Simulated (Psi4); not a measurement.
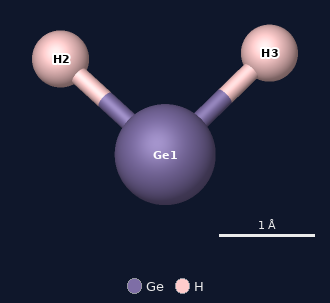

The structure (ball-and-stick view, seen at a tilt; atoms are numbered from 1 in the order of the input). Sticks mark near contacts. Bond lengths as drawn: Ge–H 1.61 Å.

# Run report: GeH$_{2}$, optimise calculation

- system: GeH$_{2}$, SMILES [H][Ge][H]
- method: BLYP/STO-3G, RKS, dispersion D4 (Psi4 1.11)

The run did not end well. The geometry comes from this level: GFN2-xTB.

**Input file (calc.in)**
```
memory 1600 MB

molecule {
  0 1
  Ge     0.004590    -0.009050    -0.781020
  H      1.098840    -0.017820     0.398440
  H     -1.103430     0.026870     0.382580
  symmetry c1
}

set basis STO-3G
set reference rks
set geom_maxiter 60
set level_shift 0.3
set level_shift_cutoff 1e-09
set d_convergence 1e-06
set maxiter 150

energy_value, wavefunction = opt('blyp-d4', return_wfn=True)
print_variables()
```

Command:
```bash
psi4 -n 1 calc.in calc.out
```

**The program's output**
```
Psi4 1.11 release

gradient() will perform analytic gradient computation.

   => Loading Basis Set <=

    Name: STO-3G
    Role: ORBITAL
    Keyword: BASIS

   => BLYP-D4(BJ,EEQ)ATM: Empirical Dispersion <=

        a1 =       0.444889
        a2 =       4.093301
       alp =      16.000000
        s6 =       1.000000
        s8 =       2.340767
        s9 =       1.000000
        ga =       3.000000
        gc =       2.000000
        wf =       6.000000

         ---------------------------------------------------------
                                   SCF
                              RKS Reference
                        1 Threads,   1525 MiB Core
         ---------------------------------------------------------

  ==> Geometry <==

    Molecular point group: c1
    Full point group: Cs

    Geometry (in Angstrom), charge = 0, multiplicity = 1:

       Center              X                  Y                   Z               Mass
    ------------   -----------------  -----------------  -----------------  -----------------
         GE          -0.000190056305    -0.031098872425     0.000000000000    73.921177761000
         H           -1.094391641014     1.148438646698     0.000000000000     1.007825032230
         H            1.108331745145     1.132577604312    -0.000000000000     1.007825032230

  Running in c1 symmetry.

  Rotational constants: A =      6.89453  B =      6.25864  C =      3.28061 [cm^-1]
  Rotational constants: A = 206692.72864  B = 187629.20120  C =  98350.07549 [MHz]
  Nuclear repulsion =   21.301569509305626

  Charge       = 0
  Multiplicity = 1
  Electrons    = 34
  Nalpha       = 17
  Nbeta        = 17

  ==> Algorithm <==

  SCF Algorithm Type is DF.
  DIIS enabled.
  MOM disabled.
  Fractional occupation disabled.
  Guess Type is SAD.
  Energy threshold   = 1.00e-08
  Density threshold  = 1.00e-06
  Integral threshold = 1.00e-12

  ==> Primary Basis <==

  Basis Set: STO-3G
    Blend: STO-3G
    Number of shells: 10
    Number of basis functions: 20
    Number of Cartesian functions: 21
    Spherical Harmonics?: true
    Max angular momentum: 2

  ==> DFT Potential <==

   => LibXC <=

    Version 7.1.2

   => Composite Functional: BLYP-D4BJEEQATM <=

    BLYP GGA Exchange-Correlation Functional

    Deriv               =              1
    GGA                 =           TRUE
    Meta                =          FALSE

    Exchange Hybrid     =          FALSE
    MP2 Hybrid          =          FALSE

   => Exchange Functionals <=

    1.0000     XC_GGA_X_B88

   => Correlation Functionals <=

    1.0000     XC_GGA_C_LYP

   => LibXC Density Thresholds  <==

    XC_GGA_C_LYP:  1.00E-14
    XC_GGA_X_B88:  1.00E-15

   => Molecular Quadrature <=

    Radial Scheme          =       TREUTLER
    Pruning Scheme         =           NONE
    Nuclear Scheme         =       TREUTLER

    Blocking Scheme        =         OCTREE
    BS radius alpha        =              1
    Pruning alpha          =              1
    Radial Points          =             75
    Spherical Points       =            302
    Total Points           =          63799
    Total Blocks           =            542
    Max Points             =            255
    Max Functions          =             20
    Weights Tolerance      =       1.00E-15

   => Loading Basis Set <=

    Name: (STO-3G AUX)
    Role: JKFIT
    Keyword: DF_BASIS_SCF

  ==> Integral Setup <==

  DFHelper Memory: AOs need 0.002 GiB; user supplied 1.090 GiB.
  SCF_SUBTYPE=INCORE selected. In-core MEM_DF algorithm will be used.
  Using in-core AOs.

  ==> MemDFJK: Density-Fitted J/K Matrices <==

    J tasked:                   Yes
    K tasked:                    No
    wK tasked:                   No
    Memory [MiB]:              1115
    Algorithm:                 Core
    Schwarz Cutoff:           1E-12
    Mask sparsity (%):       0.0000
    Fitting Condition:        1E-10

   => Auxiliary Basis Set <=

  Basis Set: (STO-3G AUX)
    Blend: DEF2-UNIVERSAL-JKFIT
    Number of shells: 72
    Number of basis functions: 302
    Number of Cartesian functions: 411
    Spherical Harmonics?: true
    Max angular momentum: 5

  Cached 100.0% of DFT collocation blocks in 0.028 [GiB].

  Minimum eigenvalue in the overlap matrix is 3.3301242972E-01.
  Reciprocal condition number of the overlap matrix is 1.8528418989E-01.
    Using symmetric orthogonalization.

  ==> Pre-Iterations <==

  SCF Guess: Superposition of Atomic Densities via on-the-fly atomic UHF (no occupation information).

   -------------------------
    Irrep   Nso     Nmo
   -------------------------
     A         20      20
   -------------------------
    Total      20      20
   -------------------------

  ==> Iterations <==

                           Total Energy        Delta E     RMS |[F,P]|

   @DF-RKS iter SAD: -2052.15608808953357   -2.05216e+03   0.00000e+00
   @DF-RKS iter   1: -2053.76259400266872   -1.60651e+00   2.86206e-02 DIIS/ADIIS/SHIFT
   @DF-RKS iter   2: -2053.99283152071075   -2.30238e-01   1.17073e-02 DIIS/ADIIS/SHIFT
   @DF-RKS iter   3: -2054.03023886505844   -3.74073e-02   2.35467e-03 DIIS/ADIIS/SHIFT
   @DF-RKS iter   4: -2054.03272477932705   -2.48591e-03   4.03573e-04 DIIS/ADIIS/SHIFT
   @DF-RKS iter   5: -2054.03292070687394   -1.95928e-04   2.43215e-04 DIIS/ADIIS/SHIFT
   @DF-RKS iter   6: -2054.03304611455042   -1.25408e-04   2.23356e-04 DIIS/ADIIS/SHIFT
   @DF-RKS iter   7: -2054.03311457849122   -6.84639e-05   2.46153e-04 DIIS/ADIIS/SHIFT
   @DF-RKS iter   8: -2054.03310208638095    1.24921e-05   4.11971e-04 DIIS/ADIIS/SHIFT
   @DF-RKS iter   9: -2054.03310098336760    1.10301e-06   4.40548e-04 DIIS/ADIIS/SHIFT
[... 131 lines of further cycles ...]
   @DF-RKS iter 141: -2054.03363097403962    8.55088e-06   2.84960e-04 DIIS/ADIIS/SHIFT
   @DF-RKS iter 142: -2054.03364540452185   -1.44305e-05   2.15759e-04 DIIS/ADIIS/SHIFT
   @DF-RKS iter 143: -2054.03365625991910   -1.08554e-05   1.80545e-04 DIIS/ADIIS/SHIFT
   @DF-RKS iter 144: -2054.03366673527944   -1.04754e-05   1.48927e-04 DIIS/ADIIS/SHIFT
   @DF-RKS iter 145: -2054.03367590993776   -9.17466e-06   1.20530e-04 DIIS/ADIIS/SHIFT
   @DF-RKS iter 146: -2054.03367303480900    2.87513e-06   1.69425e-04 DIIS/ADIIS/SHIFT
   @DF-RKS iter 147: -2054.03367392262953   -8.87821e-07   1.69572e-04 DIIS/ADIIS/SHIFT
   @DF-RKS iter 148: -2054.03367100995138    2.91268e-06   1.92892e-04 DIIS/ADIIS/SHIFT
   @DF-RKS iter 149: -2054.03366749062025    3.51933e-06   2.10245e-04 DIIS/ADIIS/SHIFT
   @DF-RKS iter 150: -2054.03366339857712    4.09204e-06   2.26014e-04 DIIS/ADIIS/SHIFT

PsiException: Could not converge SCF iterations in 150 iterations.

  Failed to converge.

psi4.driver.p4util.exceptions.SCFConvergenceError: Could not converge SCF iterations in 150 iterations.

Printing out the relevant lines from the Psithon --> Python processed input file:
    core.set_global_option("GEOM_MAXITER", 60)
    core.set_global_option("LEVEL_SHIFT", 0.3)
    core.set_global_option("LEVEL_SHIFT_CUTOFF", 1e-09)
    core.set_global_option("D_CONVERGENCE", 1e-06)
    core.set_global_option("MAXITER", 150)
--> energy_value, wavefunction = opt('blyp-d4', return_wfn=True)
    print_variables()

!-------------------------------------------------------!
!                                                       !
!  Could not converge SCF iterations in 150 iterations. !
!                                                       !
!-------------------------------------------------------!

    Psi4 run time: 0:00:10.62
```

**What the run reported**

| quantity | value |
| --- | --- |
| outcome | not converged |
| hardware | 1 thread of Intel Xeon @ 2.80GHz (Skylake/Cascade Lake), 24 GiB of memory available, shared host |
| wall time | 12 s |
| peak memory | 0.25 GiB |

**What went wrong**

The run did not converge: “Could not converge SCF iterations in 150 iterations.” Its last values are not results. The record of the run, not the program, notes: occupations held by overlap or a lasting level shift; may not be the lowest state.
